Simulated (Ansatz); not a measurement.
# Al₂S+ (quartet): trial inputs and their diagnosis

4 inputs are run for Al₂S+ (quartet) as typed; the log has to tell whether the result can be used and what must change.

Program: Ansatz 0.2.0, Gaussian basis. Level of theory: the settings change from run to run. These are calculated values, not measurements.

35 further runs of the same task are left out: 11 for a known fault of the program, 11 that didn't finish, 13 set aside as unsound or not needed. Runs told in other sessions of the task aren't counted.

## (1) The system

The geometry is a PBE0/def2-TZVP stationary point (not a proven minimum) of the parent state, kept for this charge and spin.

3 atoms, charge 1, spin multiplicity 4.

Atoms are counted from 1 here; the program's logs count them from 0.

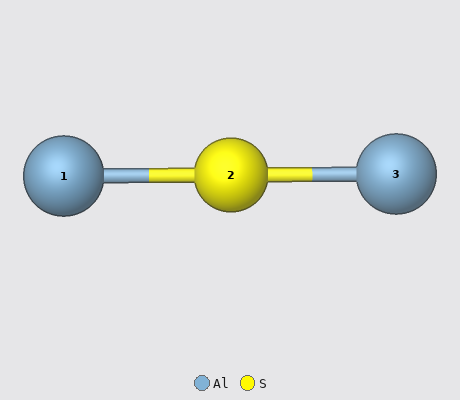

The structure; aluminium light blue, sulfur yellow; atoms are numbered from 1 in the order of the file.

Coordinates:

```xyz
3
charge 1, multiplicity 4
Al    0.0000    0.0000    2.1847
S     0.0000    0.0000   -0.0096
Al    0.0000    0.0000   -2.1751
```

## (2) Try 1

Input file in.yaml:

```yaml
crystal:
  periodic: [false, false, false]
  atoms:
    - {symbol: Al, position_ang: [0.000000, 0.000000, 2.184700]}
    - {symbol: S, position_ang: [0.000000, 0.000000, -0.009600]}
    - {symbol: Al, position_ang: [0.000000, 0.000000, -2.175100]}
basis:
  gaussian: {orbitals: "6-31G*"}
total_charge: 1
magnetization: {spin_polarized: true, initial_magnetization: 3}
hamiltonian: {xc: hf, pseudopotentials: {relativity: scalar}}
symmetry: c1
output: {forces: true, orbitals: {seedname: orbitals}}
```

Launch:

```
$ ansatz run in.yaml --threads 1 --pin off --events-out ev --progress --plain --max-ram 2393MiB
```

Standard output:

```text
Error: YAML parse error: error: line 12 column 1: unknown field `symmetry`, expected one of crystal, accuracy, basis, kpoints, hamiltonian, magnetization, projection, total_charge, correlation, batch, efield, external_charges, scf, relax, neb, saddle, md, ramp, phonons, dielectric, real_time, elastic, magnetic_configurations, gw, evaluate, workflow, output, checkpoint, execution
  --> <input>:12:1
   |
10 | magnetization: {spin_polarized: true, initial_magnetization: 3}
11 | hamiltonian: {xc: hf, pseudopotentials: {relativity: scalar}}
12 | symmetry: c1
   | ^ unknown field `symmetry`, expected one of crystal, accuracy, basis, kpoints, hamiltonian, magnetization, projection, total_charge, correlation, batch, efield, external_charges, scf, relax, neb, saddle, md, ramp, phonons, dielectric, real_time, elastic, magnetic_configurations, gw, evaluate, workflow, output, checkpoint, execution
13 | output: {forces: true, orbitals: {seedname: orbitals}}
   |
```

Run time: 0.03 s. Hardware: 1 thread of Arm Neoverse V1, shared host.

What is wrong: The run was refused. The input holds a key that the program doesn't read here. Cure: remove it or spell it as the reference does.

## (3) Try 2

Input file in.yaml:

```yaml
crystal:
  periodic: [false, false, false]
  atoms:
    - {symbol: Al, position_ang: [0.000000, 0.000000, 2.184700]}
    - {symbol: S, position_ang: [0.000000, 0.000000, -0.009600]}
    - {symbol: Al, position_ang: [0.000000, 0.000000, -2.175100]}
basis:
  gaussian: {orbitals: STO-3G}
total_charge: 1
magnetization: {spin_polarized: false, initial_magnetization: 3}
correlation: {active_space: {window: {electrons: 2, orbitals: 200}}}
```

The command is unchanged.

Standard output:

```text
Functional definition: HF
  name "HF"
  cite "Fock, Z. Phys. 61, 126 (1930) doi:10.1007/BF01340294"
  parent pbe
  exchange = exact_x
  correlation = 0
283 factors; integrals over basis functions are off by at most 7.9e-6 eV
mean field evaluation 1: about -23694.3625 eV, gradient 2.1e1 eV
mean field evaluation 2: about -23694.3804 eV, gradient 2.1e1 eV
mean field evaluation 4: about -23697.2747 eV, gradient 9.4e0 eV
mean field evaluation 8: about -23697.8293 eV, gradient 6.5e-1 eV
mean field evaluation 16: about -23699.9704 eV, gradient 1.7e-2 eV
mean field evaluation 32: about -23694.3625 eV, gradient 2.1e1 eV
mean field evaluation 64: about -23700.0989 eV, gradient 7.5e-3 eV
mean field evaluation 96: about -23699.9329 eV, gradient 8.6e-6 eV
mean field evaluation 128: about -23699.9702 eV, gradient 2.1e-3 eV
mean field evaluation 160: about -23697.0379 eV, gradient 6.3e0 eV
mean field evaluation 192: about -23697.8103 eV, gradient 6.5e-1 eV
mean field evaluation 224: about -23698.4955 eV, gradient 5.5e-6 eV
mean field -23700.09889922 eV, -870.9625700423 hartree, gradient 2.1e-6 eV, S^2 3.750000; 17 other end points of the search recorded, 0 dependent functions left out
reference -23700.09889922 eV, -870.9625700423 hartree; 22, 19 occupied and 5, 8 virtual orbitals, 283 factors
Error: 2 electrons in 200 orbitals form no window around the highest filled level of the reference
```

Run time: 1.3 s. Hardware: 1 thread of Arm Neoverse V1, shared host.

**Diagnosis.** The run stopped with an error. The active window can't be built from these electrons and orbitals. Fix: choose counts that fit the spin, the electrons and the basis.

## (4) Try 3

Input file in.yaml:

```yaml
crystal:
  periodic: [false, false, false]
  atoms:
    - {symbol: Al, position_ang: [0.000000, 0.000000, 2.184700]}
    - {symbol: S, position_ang: [0.000000, 0.000000, -0.009600]}
    - {symbol: Al, position_ang: [0.000000, 0.000000, -2.175100]}
basis:
  gaussian: {orbitals: cc-pVDZ}
total_charge: 1
magnetization: {spin_polarized: false, initial_magnetization: 4}
hamiltonian: {xc: hf}
scf: {lower_state_search: full}
output: {orbitals: {seedname: orbitals}}
```

The command is unchanged.

Standard output:

```text
Error: a molecule whose nuclei and cores have a total charge of 42 cannot have a net charge of 1 together with 4 unpaired electrons
```

Wall time 0.03 s (1 thread of Arm Neoverse V1, shared host).

Diagnosis: The run was refused. The number of unpaired electrons doesn't fit the electron count. Cure: make charge and initial_magnetization agree.

## (5) Try 4

Input file in.yaml:

```yaml
crystal:
  periodic: [false, false, false]
  atoms:
    - {symbol: Al, position_ang: [0.000000, 0.000000, 4.128428]}
    - {symbol: S, position_ang: [0.000000, 0.000000, -0.018141]}
    - {symbol: Al, position_ang: [0.000000, 0.000000, -4.110286]}
basis:
  gaussian: {orbitals: cc-pVDZ}
total_charge: 1
magnetization: {spin_polarized: false, initial_magnetization: 3}
correlation: {active_space: {ras: {orbitals: [4, 3, 32], electrons: 11, max_holes: 2, max_particles: 2}, fixed_orbitals: true}}
accuracy: high
```

Same command.

Standard output, shortened:

```text
Functional definition: HF
  name "HF"
  cite "Fock, Z. Phys. 61, 126 (1930) doi:10.1007/BF01340294"
  parent pbe
[...]
1020 factors; integrals over basis functions are off by at most 3.9e-9 eV
[...]
mean field -23974.30271879 eV, -881.0393745494 hartree, gradient 9.7e-9 eV, S^2 3.750000; 27 other end points of the search recorded, 0 dependent functions left out
reference -23974.30271879 eV, -881.0393745494 hartree; 22, 19 occupied and 32, 35 virtual orbitals, 1020 factors
state -23979.11842620 eV, -881.2163485328 hartree
Total energy: -23979.11842620 eV, -881.2163485328 hartree
```

It took 18 s on 1 thread of Arm Neoverse V1, shared host.

What is wrong: The run converged, which proves nothing about the input. The coordinates are scaled by the bohr-ångström factor. The shortest distance is 4.09 Å, against 2.17 Å in the geometry of step 1. Its energy belongs to another geometry. Fix: restore the coordinates in ångström.

## (6) How the runs ended

```
try                 level                ended                                                               cause    time
  1       HF (UHF)/6-31G*              refused            the input holds a key that the program doesn't read here  0.03 s
  2  CASSCF(2,200)/STO-3G  stopped by an error  the active window can't be built from these electrons and orbitals   1.3 s
  3     HF (ROHF)/cc-pVDZ              refused     the number of unpaired electrons doesn't fit the electron count  0.03 s
  4          CISD/cc-pVDZ            converged              the coordinates are scaled by the bohr-ångström factor    18 s
```

2 refused, 1 stopped by an error, 1 converged. The input that converges on a wrong geometry or spin is the dangerous one: no error points at it, so geometry and ⟨S²⟩ have to be checked.
